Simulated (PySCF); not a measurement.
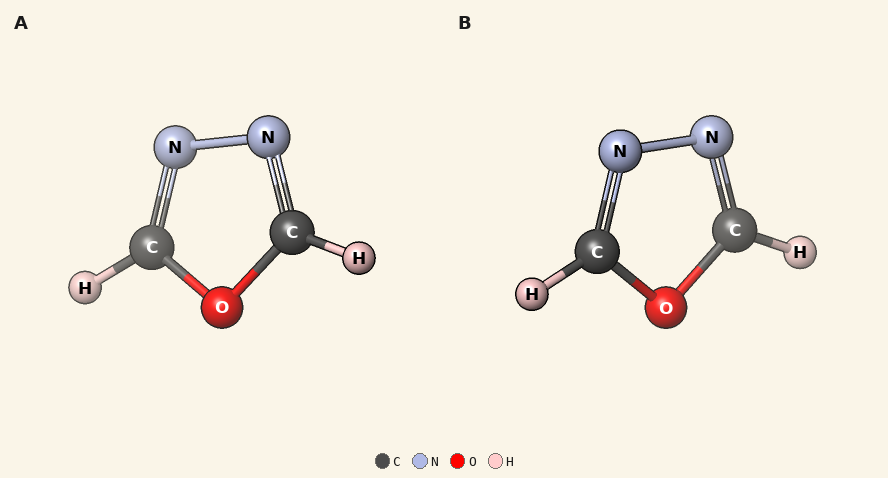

Depth is shown by fading: the farther an atom, the more it takes the colour of the background. Computed geometry: PBE0-D3(BJ)/def2-TZVP optimisation. No frequency run is at hand to confirm it as a minimum.

Q: How are A and B related: the same structure turned, mirror images, conformers, diastereomers or constitutional isomers?

A: They are the same structure, C2H2N2O (c1nnco1), seen from two directions. With point group Cs it is achiral, so its mirror image would be the same too.
